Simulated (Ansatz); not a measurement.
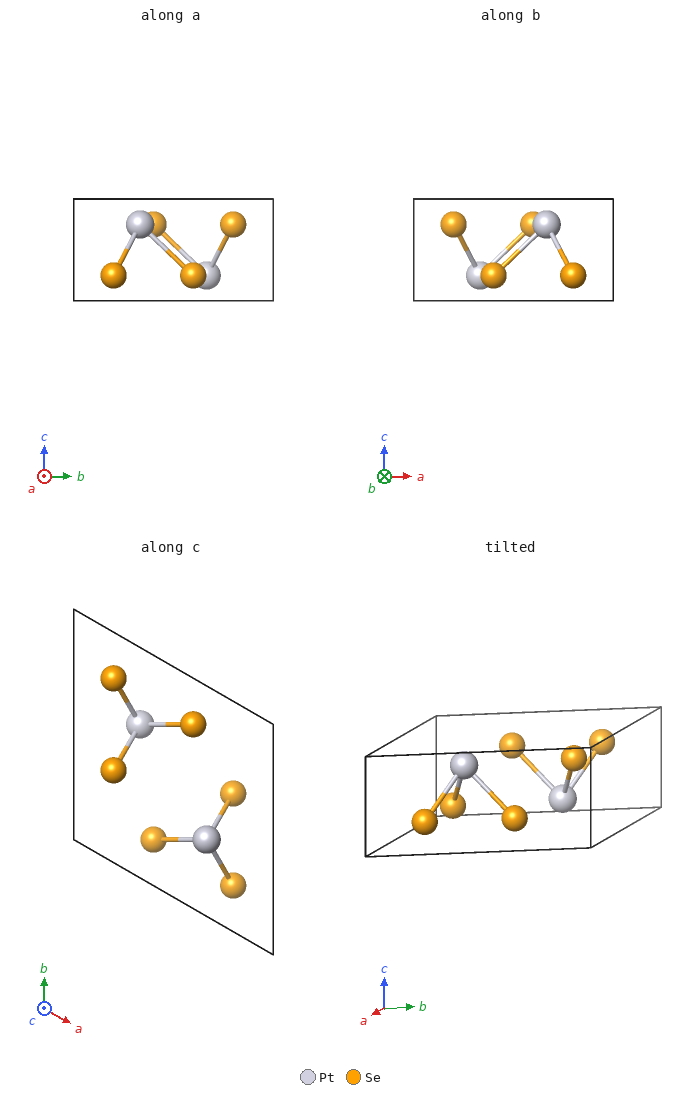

Drawn in the ball-and-stick manner and seen along the a axis, along the b axis, along the c axis and slightly off an axis. The frame is the conventional unit cell; atoms at its boundary are shown with their periodic copies.

Lattice parameters: a = 7.927 Å, b = 7.927 Å, c = 3.508 Å, α = 90.00°, β = 90.00°, γ = 120.00°.

### Express the structure as a table of Wyckoff sites, with free fractional coordinates to two decimals.

Space group P6_3/mmc (No. 194).
```json
{"atom": "Pt", "site": "2c", "x": "0.3333", "y": "0.6667", "z": "0.25"}
{"atom": "Se", "site": "6h", "x": "0.80", "y": "0.60", "z": "0.25"}
```

The structure was taken from a structure type filled with these elements by a generator (whether the compound takes this form wasn't checked). The final geometry of a relaxation with Ansatz, DFT PBE, scalar-relativistic, plane waves, PAW is shown.
